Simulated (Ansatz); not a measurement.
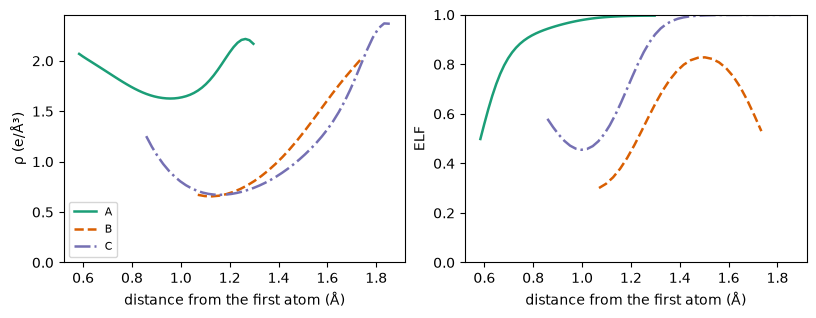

The picture shows: Cl4H2Zr. Electron density and ELF along straight lines between neighbouring atoms. The curves leave out the atomic cores.

A transition-state structure; geometry: PBE0-D4/def2-TZVP; core potentials replace the inner electrons of Zr.

Theory: RKS PBE0-D4/def2-TZVPP in Ansatz.

The calculation's input:

```
crystal:
  periodic: [false, false, false]
  atoms:
    - {symbol: Zr, position_ang: [-0.314139, 0.448874, -0.392301]}
    - {symbol: Cl, position_ang: [0.729765, -2.050739, 0.752308]}
    - {symbol: Cl, position_ang: [0.922661, -0.163784, -2.268517]}
    - {symbol: Cl, position_ang: [-2.388540, -0.562271, -0.067611]}
    - {symbol: Cl, position_ang: [-0.774820, 2.697655, -0.669063]}
    - {symbol: H, position_ang: [1.131114, -1.069917, 1.500096]}
    - {symbol: H, position_ang: [0.693859, 0.700182, 1.145188]}
basis:
  gaussian: {orbitals: def2-TZVPP}
hamiltonian: {xc: pbe0, dispersion: d4}
output: {orbitals: {seedname: orbitals}}
```

Launched as:

```sh
ansatz run in.yaml --threads 8 --pin off --events-out ev --progress --plain --max-ram 19148MiB
```

Q: Which curve belongs to which contact (Cl–H, Zr–Cl and Zr–H)? The first atom named is at distance zero.

A: Curve A: Cl–H (1.30 Å): ρ at the midpoint is about 2 e/Å³; the ELF climbs to about 1 towards the hydrogen, as it does in any bond to H: an ordinary covalent bond to hydrogen. Curve B: Zr–Cl (2.31 Å): ρ at the midpoint is about 0.66 e/Å³; the ELF peaks at about 0.85 in the valence shell of Cl, 0.8 Å from its nucleus, and is about 0.40 at the midpoint. Curve C: Zr–H (1.86 Å): ρ at the midpoint is about 0.98 e/Å³; the ELF climbs to about 1 towards the hydrogen.
